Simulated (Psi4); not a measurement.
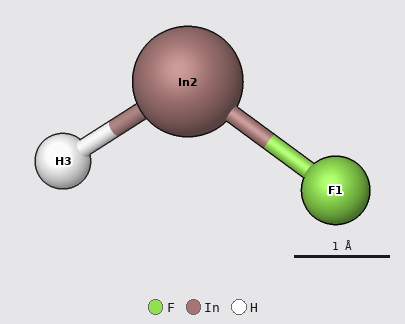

*The structure (ball-and-stick view, seen at a tilt; atoms are numbered from 1 in the order of the input). Sticks mark near contacts.*

## InHF: single-point calculation

System: InHF, multiplicity 2, SMILES [F][InH].
Method: BP86/def2-TZVPP, UKS, core potentials def2 (Psi4 1.11).

The geometry comes from this level: PBE0-D4/def2-TZVP.

The program's output:
```
Psi4 1.11 release

   => Loading Basis Set <=

    Name: DEF2-TZVPP
    Role: ORBITAL
    Keyword: BASIS

    !!!  WARNING: ECP capability is in beta. Please check occupations closely.  !!!

         ---------------------------------------------------------
                                   SCF
                              UKS Reference
                        1 Threads,   1525 MiB Core
         ---------------------------------------------------------

  ==> Geometry <==

    Molecular point group: c1
    Full point group: Cs

    Geometry (in Angstrom), charge = 0, multiplicity = 2:

       Center              X                  Y                   Z               Mass
    ------------   -----------------  -----------------  -----------------  -----------------
         F            1.602374887076     0.560704567517     0.000000000000    18.998403162730
         IN          -0.261318012762    -0.076492227120    -0.000000000000   114.903878776000
         H           -0.412880062347    -1.848771142845    -0.000000000000     1.007825032230

  Running in c1 symmetry.

  Rotational constants: A =      6.46315  B =      0.26225  C =      0.25203 [cm^-1]
  Rotational constants: A = 193760.33044  B =   7862.11353  C =   7555.53641 [MHz]
  Nuclear repulsion =   58.542473673905171

  Charge       = 0
  Multiplicity = 2
  Electrons    = 31
  Nalpha       = 16
  Nbeta        = 15

  ==> Algorithm <==

  SCF Algorithm Type is PK.
  DIIS enabled.
  MOM disabled.
  Fractional occupation disabled.
  Guess Type is SAD.
  Energy threshold   = 1.00e-06
  Density threshold  = 1.00e-06
  Integral threshold = 1.00e-12

  ==> Primary Basis <==

  Basis Set: DEF2-TZVPP
    Blend: DEF2-TZVPP
    Number of shells: 33
    Number of basis functions: 95
    Number of Cartesian functions: 110
    Spherical Harmonics?: true
    Max angular momentum: 3

  Core potential: DEF2-TZVPP
    Number of shells: 4
    Number of ECP primitives: 18
    Number of ECP core electrons: 28
    Max angular momentum: 3

  ==> DFT Potential <==

   => LibXC <=

    Version 7.1.2

   => Composite Functional: BP86 <=

    BP86 GGA Exchange-Correlation Functional

    Deriv               =              1
    GGA                 =           TRUE
    Meta                =          FALSE

    Exchange Hybrid     =          FALSE
    MP2 Hybrid          =          FALSE

   => Exchange Functionals <=

    1.0000     XC_GGA_X_B88

   => Correlation Functionals <=

    1.0000     XC_GGA_C_P86

   => LibXC Density Thresholds  <==

    XC_GGA_C_P86:  1.00E-15
    XC_GGA_X_B88:  1.00E-15

   => Molecular Quadrature <=

    Radial Scheme          =       TREUTLER
    Pruning Scheme         =           NONE
    Nuclear Scheme         =       TREUTLER

    Blocking Scheme        =         OCTREE
    BS radius alpha        =              1
    Pruning alpha          =              1
    Radial Points          =             99
    Spherical Points       =            590
    Total Points           =         168787
    Total Blocks           =           1318
    Max Points             =            256
    Max Functions          =             95
    Weights Tolerance      =       1.00E-15

  ==> Integral Setup <==

  Using in-core PK algorithm.
   Calculation information:
      Number of atoms:                   3
      Number of AO shells:              33
      Number of primitives:             57
      Number of atomic orbitals:       110
      Number of basis functions:        95

      Integral cutoff                 1.00e-12
      Number of threads:                 1

  Performing in-core PK
  Using 20798160 doubles for integral storage.
  We computed 145942 shell quartets total.
  Whereas there are 157641 unique shell quartets.

  ==> DiskJK: Disk-Based J/K Matrices <==

    J tasked:                  Yes
    K tasked:                   No
    wK tasked:                  No
    Memory [MiB]:              775
    Schwarz Cutoff:          1E-12

  Cached 100.0% of DFT collocation blocks in 0.360 [GiB].

  Minimum eigenvalue in the overlap matrix is 2.7997261908E-03.
  Reciprocal condition number of the overlap matrix is 6.7642376317E-04.
    Using symmetric orthogonalization.

  ==> Pre-Iterations <==

  SCF Guess: Superposition of Atomic Densities via on-the-fly atomic UHF (no occupation information).

   -------------------------
    Irrep   Nso     Nmo
   -------------------------
     A         95      95
   -------------------------
    Total      95      95
   -------------------------

  ==> Iterations <==

                        Total Energy        Delta E     RMS |[F,P]|

   @UKS iter SAD:  -289.69643443745468   -2.89696e+02   0.00000e+00
   @UKS iter   1:  -290.52697595835599   -8.30542e-01   8.00278e-03 DIIS/ADIIS
   @UKS iter   2:  -287.29701230062631    3.22996e+00   2.86443e-02 DIIS/ADIIS
   @UKS iter   3:  -290.65692116748488   -3.35991e+00   5.05478e-03 DIIS/ADIIS
   @UKS iter   4:  -290.72577394095327   -6.88528e-02   2.04480e-03 DIIS/ADIIS
   @UKS iter   5:  -290.73557941571784   -9.80547e-03   4.71154e-04 DIIS/ADIIS
   @UKS iter   6:  -290.73639126578416   -8.11850e-04   1.79681e-04 DIIS/ADIIS
   @UKS iter   7:  -290.73649344725129   -1.02181e-04   3.25040e-05 DIIS
   @UKS iter   8:  -290.73649731762822   -3.87038e-06   1.21346e-05 DIIS
   @UKS iter   9:  -290.73649796041389   -6.42786e-07   2.03365e-06 DIIS
   @UKS iter  10:  -290.73649802528047   -6.48666e-08   6.17793e-07 DIIS
  Energy and wave function converged.

  ==> Post-Iterations <==

   Electrons on quadrature grid:
      Nalpha   =   16.0000000190 ; deviation = 1.896e-08
      Nbeta    =   15.0000000325 ; deviation = 3.255e-08
      Ntotal   =   31.0000000515 ; deviation = 5.151e-08

   @Spin Contamination Metric:   3.785357724E-03
   @S^2 Expected:                7.500000000E-01
   @S^2 Observed:                7.537853577E-01
   @S   Expected:                5.000000000E-01
   @S   Observed:                5.000000000E-01

    Orbital Energies [Eh]
    ---------------------

    Alpha Occupied:

       1A    -24.209128     2A     -4.498530     3A     -2.943807
       4A     -2.936938     5A     -2.933308     6A     -0.999221
       7A     -0.709302     8A     -0.705774     9A     -0.703132
      10A     -0.700987    11A     -0.695927    12A     -0.396689
      13A     -0.320036    14A     -0.303724    15A     -0.298392
      16A     -0.202820

    Alpha Virtual:

      17A     -0.100591    18A     -0.035099    19A      0.016853
      20A      0.055918    21A      0.067464    22A      0.083428
      23A      0.121608    24A      0.126562    25A      0.142710
      26A      0.164311    27A      0.185434    28A      0.251388
      29A      0.316176    30A      0.457998    31A      0.468294
      32A      0.471780    33A      0.536718    34A      0.542339
      35A      0.555273    36A      0.610652    37A      0.628343
      38A      0.636942    39A      0.729541    40A      0.754826
      41A      0.771115    42A      0.838826    43A      0.845769
      44A      0.851396    45A      0.881075    46A      0.888338
      47A      0.921876    48A      0.970176    49A      0.996019
      50A      1.104012    51A      1.383191    52A      1.923296
      53A      1.923581    54A      2.018236    55A      2.063850
      56A      2.067110    57A      2.076399    58A      2.084972
      59A      2.134518    60A      2.135623    61A      2.236060
      62A      2.296405    63A      2.382246    64A      2.511290
      65A      2.831579    66A      3.121920    67A      3.134415
      68A      3.166195    69A      3.166684    70A      3.253754
      71A      3.259577    72A      3.450494    73A      3.596122
      74A      3.691432    75A      3.722253    76A      3.873157
      77A      4.322052    78A      6.786250    79A      6.788324
      80A      6.793756    81A      6.793855    82A      6.794259
      83A      6.801057    84A      6.808293    85A      8.164376
      86A      8.168474    87A      8.287176    88A      8.308219
      89A      8.551561    90A     37.596538    91A     38.724310
      92A     38.905568    93A     39.076836    94A     56.306890
      95A    125.567698

    Beta Occupied:

       1A    -24.206695     2A     -4.497320     3A     -2.942356
       4A     -2.935093     5A     -2.932589     6A     -0.994321
       7A     -0.705155     8A     -0.701857     9A     -0.700845
      10A     -0.696932    11A     -0.692628    12A     -0.382827
      13A     -0.304649    14A     -0.301730    15A     -0.291357

    Beta Virtual:

      16A     -0.162865    17A     -0.086870    18A     -0.025990
      19A      0.036894    20A      0.069793    21A      0.071311
      22A      0.090650    23A      0.134127    24A      0.139080
      25A      0.162170    26A      0.173580    27A      0.195679
      28A      0.269417    29A      0.336897    30A      0.473669
      31A      0.477509    32A      0.482726    33A      0.555316
      34A      0.560095    35A      0.565324    36A      0.615040
      37A      0.648141    38A      0.658144    39A      0.740953
      40A      0.762587    41A      0.788793    42A      0.856642
      43A      0.871151    44A      0.871799    45A      0.900921
      46A      0.907597    47A      0.941469    48A      0.990095
      49A      1.011084    50A      1.110455    51A      1.407918
      52A      1.925513    53A      1.926210    54A      2.028749
      55A      2.067519    56A      2.073518    57A      2.084753
      58A      2.093389    59A      2.141626    60A      2.143162
      61A      2.241742    62A      2.308234    63A      2.412723
      64A      2.529687    65A      2.844221    66A      3.151720
      67A      3.171769    68A      3.181367    69A      3.185489
      70A      3.287521    71A      3.301464    72A      3.470864
      73A      3.638328    74A      3.749338    75A      3.768295
      76A      3.885632    77A      4.370418    78A      6.791021
      79A      6.792733    80A      6.795968    81A      6.796265
      82A      6.798938    83A      6.807705    84A      6.814702
      85A      8.168471    86A      8.172388    87A      8.293666
      88A      8.318010    89A      8.560697    90A     37.598034
      91A     38.726793    92A     38.908248    93A     39.076916
      94A     56.309955    95A    125.567941

    Final Occupation by Irrep:
              A
    DOCC [    15 ]
    SOCC [     1 ]
    NA   [    16 ]
    NB   [    15 ]

  @UKS Final Energy:  -290.73649802528047

   => Energetics <=

    Nuclear Repulsion Energy =             58.5424736739051710
    One-Electron Energy =                -592.2033636484145518
    Two-Electron Energy =                 270.5761401350954429
    DFT Exchange-Correlation Energy =     -27.6517481858665519
    Empirical Dispersion Energy =           0.0000000000000000
    VV10 Nonlocal Energy =                  0.0000000000000000
    Total Energy =                       -290.7364980252804685

  UHF NO Occupations:
  HONO-2 :   14  A 1.9998977
  HONO-1 :   15  A 1.9984062
  HONO-0 :   16  A 1.0000000
  LUNO+0 :   17  A 0.0015938
  LUNO+1 :   18  A 0.0001023
  LUNO+2 :   19  A 0.0000803
  LUNO+3 :   20  A 0.0000641

Computation Completed

Properties will be evaluated at   0.000000,   0.000000,   0.000000 [a0]

Properties computed using the SCF density matrix

 Multipole Moments:

 ------------------------------------------------------------------------------------
     Multipole            Electronic (a.u.)      Nuclear  (a.u.)        Total (a.u.)
 ------------------------------------------------------------------------------------

 L = 1.  Multiply by 2.5417464519 to convert [e a0] to [Debye]
 Dipole X            :        -17.1555118           16.1020080           -1.0535038
 Dipole Y            :         -3.2397379            3.0069949           -0.2327430
 Dipole Z            :          0.0000023           -0.0000000            0.0000023
 Magnitude           :                                                    1.0789067

 ------------------------------------------------------------------------------------

	total time  =          8 seconds =       0.13 minutes

    Psi4 run time: 0:00:09.07
```

The run was set up as follows.

The input (fhin.dat):
```
memory 1.6 GB

molecule geom {
  0 2
  F      1.088400     0.989500     0.694300
  In    -0.522500     0.355100    -0.244800
  H     -0.576900    -1.409400    -0.462800
  symmetry c1
}

set reference uks
set puream true
set scf_type pk
set dft_radial_points 99
set dft_spherical_points 590
set maxiter 150

energy_value = energy("bp86/def2-TZVPP")
```

Run as:
```bash
psi4 -n 1 fhin.dat fhin.out
```

Summary:

```csv
quantity,value
outcome,converged
total energy,−290.736498 hartree
basis functions,95
⟨S²⟩,0.754
dipole moment,2.74 D
hardware,"1 thread of Intel Xeon (Sapphire Rapids), 64 GiB of memory available, shared host"
wall time,11 s
peak memory,0.74 GiB
```
